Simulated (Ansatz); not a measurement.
# Geometry relaxation, with input and output: C₂H₇F₂NSi (part 2 of 2)

C₂H₇F₂NSi; RKS B3LYP-D4/STO-3G (Ansatz 0.2.0). It belongs to a series of runs on one base structure; here: start relaxed.

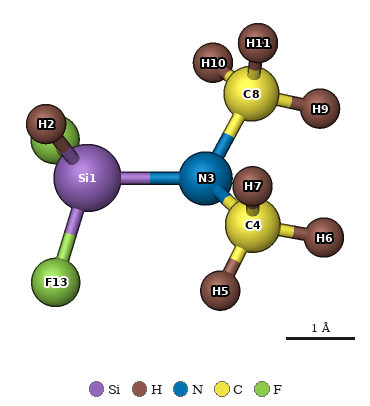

Fig. 1: The geometry at step 6 of the log (ball-and-stick view, seen at a tilt; atoms are numbered from 1 in the order of the input).

## Trajectory as extended XYZ (Å, eV, eV/Å), 11 frames, from step=1 to step=11
```
13
Properties=species:S:1:pos:R:3:forces:R:3 step=1 energy=-16774.89402
Si    0.0000    0.0000    0.0000    3.4365  -0.0539   0.8638
H     0.0000    0.0000    1.4600   -0.1476  -0.0003  -0.0415
N     1.7163    0.0000   -0.6061   -3.0698   0.2367   0.2035
C     2.4072   -1.2730   -0.8567    0.0774   0.4287   0.1166
H     1.7433   -1.9470   -1.4373    0.2434  -0.2365   0.0637
H     3.3364   -1.0830   -1.4334   -0.1653  -0.2352   0.1168
H     2.6645   -1.7518    0.1112    0.2861  -0.4658  -0.1785
C     2.4114    1.2730   -0.8449    0.1292  -0.5021   0.1223
H     3.0382    1.1875   -1.7570    0.0537   0.3082   0.1172
H     1.6647    2.0824   -0.9844    0.2141  -0.0317   0.0282
H     3.0569    1.5118    0.0259    0.2882   0.5236  -0.1595
F    -0.7489    1.2974   -0.5295   -0.6585   1.3575  -0.6261
F    -0.7489   -1.2974   -0.5295   -0.6875  -1.3293  -0.6265
13
Properties=species:S:1:pos:R:3:forces:R:3 step=2 energy=-16775.11025
Si    0.0060    0.0027    0.0091    1.6608  -0.0156   0.4177
H    -0.0456   -0.0059    1.4674   -0.0484  -0.0114  -0.0224
N     1.6636   -0.0016   -0.6189   -0.9163   0.0000   0.0794
C     2.3920   -1.2727   -0.8427    0.1915  -0.1236   0.0309
H     1.7654   -2.0134   -1.3867   -0.0230   0.1509   0.0827
H     3.2913   -1.0882   -1.4589   -0.0530   0.0212  -0.0069
H     2.7377   -1.7758    0.0920   -0.0266   0.1435  -0.0314
C     2.4054    1.2628   -0.8310    0.0972   0.0319   0.0273
H     3.0222    1.2218   -1.7514   -0.0430  -0.0718   0.0052
H     1.6841    2.0930   -0.9559   -0.0402  -0.0363   0.0258
H     3.0907    1.5496    0.0009   -0.0512  -0.1267   0.0219
F    -0.7238    1.3243   -0.5428   -0.3659   0.7660  -0.3114
F    -0.7479   -1.2967   -0.5627   -0.3819  -0.7281  -0.3188
13
Properties=species:S:1:pos:R:3:forces:R:3 step=3 energy=-16775.17682
Si    0.0217    0.0027   -0.0070    0.0190   0.0005   0.0907
H    -0.0386   -0.0202    1.4504   -0.0113  -0.0155   0.0045
N     1.6274   -0.0032   -0.6648    0.1383  -0.0526  -0.2113
C     2.3924   -1.2622   -0.8385    0.0826  -0.2775   0.0874
H     1.7549   -2.0520   -1.2989    0.0800   0.2231   0.1374
H     3.2507   -1.0883   -1.5156   -0.0812  -0.0145   0.0228
H     2.8030   -1.6898    0.1122   -0.0706   0.1849  -0.1786
C     2.3976    1.2513   -0.8261    0.0929   0.1517   0.1306
H     3.0073    1.2298   -1.7516   -0.0319  -0.0449   0.0098
H     1.6924    2.1012   -0.9095    0.0060  -0.0591   0.0161
H     3.0937    1.4798    0.0173   -0.0972  -0.1102  -0.0661
F    -0.7091    1.3526   -0.5512   -0.0576   0.1428  -0.0194
F    -0.7523   -1.3018   -0.5985   -0.0690  -0.1287  -0.0238
13
Properties=species:S:1:pos:R:3:forces:R:3 step=4 energy=-16775.22316
Si    0.0405   -0.0001   -0.0643   -0.4754  -0.0211   0.0948
H     0.0523   -0.0425    1.3919    0.0637  -0.0151   0.0829
N     1.5919   -0.0043   -0.8472    0.4784   0.0178  -0.0988
C     2.3943   -1.2669   -0.8444   -0.2508   0.2901  -0.2255
H     1.7229   -2.1063   -1.1091    0.0609   0.0059   0.0565
H     3.1890   -1.2122   -1.6107    0.0237   0.0114  -0.0028
H     2.8741   -1.5048    0.1263    0.0965   0.0271   0.1465
C     2.3903    1.2591   -0.8111   -0.0009  -0.3327  -0.3620
H     3.0461    1.3261   -1.7041   -0.0188  -0.0350   0.1118
H     1.6936    2.1135   -0.8450   -0.0630   0.0709   0.0320
H     3.0317    1.3702    0.0843    0.0975  -0.0244   0.1870
F    -0.7107    1.3717   -0.5347   -0.0058  -0.0262  -0.0115
F    -0.7750   -1.3035   -0.6136   -0.0059   0.0311  -0.0108
13
Properties=species:S:1:pos:R:3:forces:R:3 step=5 energy=-16775.21097 accepted=F
Si    0.0198   -0.0036   -0.0956   -0.4170   0.0444   0.0792
H     0.0935   -0.0683    1.3630    0.0622  -0.0109  -0.0281
N     1.5523   -0.0006   -0.9527    0.7068   0.0392   0.0808
C     2.3934   -1.2422   -0.8588    0.0124  -0.3742   0.2969
H     1.7264   -2.1434   -0.9551    0.4727   0.5806   0.0601
H     3.1233   -1.2531   -1.7050   -0.1894  -0.0790   0.3960
H     2.9757   -1.3341    0.1183   -0.4769   0.0938  -0.8682
C     2.3951    1.2386   -0.8075   -0.1061  -0.0320   0.3466
H     3.1053    1.3281   -1.6521   -0.0007  -0.0785   0.0208
H     1.7250    2.1223   -0.8310    0.1293  -0.0982   0.0265
H     2.9950    1.2747    0.1468   -0.3198  -0.0499  -0.4602
F    -0.7439    1.3823   -0.5183    0.0606  -0.1943   0.0216
F    -0.8199   -1.3009   -0.6337    0.0658   0.1592   0.0281
13
Properties=species:S:1:pos:R:3:forces:R:3 step=6 energy=-16775.24674
Si    0.0250   -0.0021   -0.0741   -0.1236  -0.0144   0.0449
H     0.0971   -0.0516    1.3846    0.0312  -0.0061  -0.0194
N     1.5674    0.0033   -0.9133    0.1670   0.0009  -0.0633
C     2.3868   -1.2472   -0.8580   -0.0464   0.1690  -0.0083
H     1.7342   -2.1186   -1.0530    0.0069   0.0321   0.0228
H     3.1685   -1.2213   -1.6408   -0.0138  -0.0010   0.0166
H     2.8948   -1.4078    0.1196    0.0231  -0.0002  -0.0161
C     2.3940    1.2460   -0.8134    0.0141  -0.1762  -0.0582
H     3.0972    1.3078   -1.6678   -0.0243  -0.0161   0.0574
H     1.7281    2.1269   -0.8543   -0.0114  -0.0067   0.0014
H     2.9953    1.3088    0.1204    0.0102   0.0127   0.0178
F    -0.7513    1.3621   -0.5213   -0.0148  -0.0104  -0.0003
F    -0.7959   -1.3065   -0.6102   -0.0183   0.0164   0.0046
13
Properties=species:S:1:pos:R:3:forces:R:3 step=7 energy=-16775.25217
Si    0.0188   -0.0041   -0.0813   -0.0034   0.0111   0.0513
H     0.1358   -0.0542    1.3756   -0.0060  -0.0014  -0.0432
N     1.5555    0.0094   -0.9474    0.0276  -0.0033  -0.0167
C     2.3820   -1.2319   -0.8674    0.0089  -0.0183  -0.0002
H     1.7338   -2.1139   -1.0197   -0.0067   0.0058  -0.0042
H     3.1494   -1.2265   -1.6644   -0.0077  -0.0042   0.0008
H     2.9122   -1.3586    0.1034    0.0017   0.0103  -0.0002
C     2.3960    1.2361   -0.8086    0.0040   0.0202   0.0058
H     3.1381    1.2810   -1.6283   -0.0015   0.0025   0.0072
H     1.7515    2.1311   -0.8785   -0.0050  -0.0091  -0.0108
H     2.9572    1.2905    0.1513   -0.0027  -0.0053   0.0037
F    -0.7809    1.3507   -0.5137   -0.0009  -0.0041   0.0037
F    -0.8083   -1.3097   -0.6029   -0.0082  -0.0043   0.0028
13
Properties=species:S:1:pos:R:3:forces:R:3 step=8 energy=-16775.24946 accepted=F
Si    0.0254   -0.0031   -0.0795   -0.0207  -0.0247  -0.2296
H     0.1381   -0.0610    1.3653    0.0520   0.0106   0.2384
N     1.5601    0.0096   -0.9547    0.0571  -0.0011  -0.0350
C     2.3839   -1.2334   -0.8719   -0.0865  -0.0186   0.0227
H     1.7220   -2.1073   -1.0099    0.0401  -0.0403   0.0217
H     3.1424   -1.2465   -1.6767    0.0079   0.0285  -0.0101
H     2.9201   -1.3490    0.0964    0.0172  -0.0353  -0.0002
C     2.3983    1.2372   -0.8063   -0.1224   0.0328  -0.0052
H     3.1566    1.2897   -1.6098   -0.0024  -0.0505  -0.0152
H     1.7405    2.1201   -0.8987    0.0594   0.0646   0.0390
H     2.9366    1.2986    0.1658    0.0055   0.0237   0.0095
F    -0.7754    1.3519   -0.5063   -0.0034   0.0243  -0.0079
F    -0.8075   -1.3069   -0.5954   -0.0038  -0.0141  -0.0280
13
Properties=species:S:1:pos:R:3:forces:R:3 step=9 energy=-16775.25252
Si    0.0206   -0.0042   -0.0820    0.0074   0.0020  -0.0065
H     0.1412   -0.0561    1.3725    0.0024  -0.0001   0.0052
N     1.5567    0.0096   -0.9531   -0.0253   0.0008  -0.0006
C     2.3819   -1.2328   -0.8693    0.0143   0.0024   0.0032
H     1.7309   -2.1141   -1.0137   -0.0009   0.0061   0.0025
H     3.1450   -1.2337   -1.6703    0.0008  -0.0034  -0.0003
H     2.9167   -1.3530    0.0999   -0.0039  -0.0014  -0.0063
C     2.3953    1.2373   -0.8072    0.0166  -0.0050   0.0042
H     3.1461    1.2809   -1.6188    0.0013   0.0017   0.0035
H     1.7505    2.1313   -0.8868   -0.0022  -0.0053  -0.0010
H     2.9462    1.2929    0.1588   -0.0063   0.0042  -0.0035
F    -0.7806    1.3507   -0.5106   -0.0009   0.0008   0.0006
F    -0.8094   -1.3089   -0.6013   -0.0034  -0.0025  -0.0008
13
Properties=species:S:1:pos:R:3:forces:R:3 step=10 energy=-16775.25259
Si    0.0224   -0.0045   -0.0811   -0.0033   0.0014   0.0059
H     0.1537   -0.0569    1.3726   -0.0016  -0.0002   0.0009
N     1.5536    0.0100   -0.9612    0.0234  -0.0006  -0.0079
C     2.3806   -1.2319   -0.8723   -0.0037  -0.0009   0.0049
H     1.7310   -2.1137   -1.0198    0.0012   0.0024  -0.0010
H     3.1480   -1.2320   -1.6689    0.0008  -0.0027  -0.0029
H     2.9098   -1.3516    0.0999    0.0010   0.0003  -0.0013
C     2.3937    1.2368   -0.8079   -0.0060   0.0011   0.0054
H     3.1574    1.2738   -1.6073    0.0011   0.0017  -0.0030
H     1.7520    2.1315   -0.9026    0.0023  -0.0039  -0.0010
H     2.9286    1.2968    0.1666    0.0005   0.0007  -0.0002
F    -0.7798    1.3515   -0.5042   -0.0089  -0.0040   0.0004
F    -0.8099   -1.3098   -0.5957   -0.0069   0.0046  -0.0002
13
Properties=species:S:1:pos:R:3:forces:R:3 step=11 energy=-16775.25263
Si    0.0223   -0.0044   -0.0814   -0.0001  -0.0009  -0.0009
H     0.1540   -0.0571    1.3723   -0.0003   0.0003  -0.0003
N     1.5545    0.0101   -0.9617    0.0052  -0.0009  -0.0024
C     2.3811   -1.2321   -0.8723   -0.0054   0.0059   0.0011
H     1.7308   -2.1136   -1.0178   -0.0004  -0.0004   0.0000
H     3.1473   -1.2340   -1.6704   -0.0007   0.0004   0.0003
H     2.9118   -1.3507    0.0991    0.0010  -0.0002   0.0000
C     2.3944    1.2370   -0.8075   -0.0016  -0.0034   0.0001
H     3.1584    1.2746   -1.6067   -0.0011  -0.0008   0.0010
H     1.7528    2.1317   -0.9024   -0.0013   0.0000   0.0001
H     2.9288    1.2969    0.1672    0.0010   0.0006   0.0004
F    -0.7833    1.3498   -0.5041    0.0025   0.0001   0.0004
F    -0.8119   -1.3083   -0.5962    0.0014  -0.0006   0.0004
```

The run was set up as follows.

## The input
```yaml
crystal:
  periodic: [false, false, false]
  atoms:
    - { symbol: Si, position_ang: [0.0, 0.0, 0.0] }
    - { symbol: H, position_ang: [0.0, 0.0, 1.46] }
    - { symbol: "N", position_ang: [1.7163, 0.0, -0.6061] }
    - { symbol: C, position_ang: [2.4072, -1.273, -0.8567] }
    - { symbol: H, position_ang: [1.7433, -1.947, -1.4373] }
    - { symbol: H, position_ang: [3.3364, -1.083, -1.4334] }
    - { symbol: H, position_ang: [2.6645, -1.7518, 0.1112] }
    - { symbol: C, position_ang: [2.4114, 1.273, -0.8449] }
    - { symbol: H, position_ang: [3.0382, 1.1875, -1.757] }
    - { symbol: H, position_ang: [1.6647, 2.0824, -0.9844] }
    - { symbol: H, position_ang: [3.0569, 1.5118, 0.0259] }
    - { symbol: F, position_ang: [-0.7489, 1.2974, -0.5295] }
    - { symbol: F, position_ang: [-0.7489, -1.2974, -0.5295] }
basis:
  gaussian: { orbitals: STO-3G }
hamiltonian:
  xc: b3lyp
  dispersion: d4
relax:
  f_tol: 0.02
  max_steps: 40
```

Launch command:
```bash
ansatz run input.yaml --threads 1 --pin off --max-ram 2048MiB --backend cpu --events-out ev --progress --plain --runs-dir out
```

## Results in brief

```csv
quantity,value
outcome,converged
total energy,−16775.2528 eV
mean-field energy,−16774.8107 eV
largest force (length of the vector) at the end,0.008 eV/Å
hardware,"1 thread of Arm Neoverse V1, 24 GiB of memory available, shared host"
wall time,40 s
peak memory,0.15 GiB
```
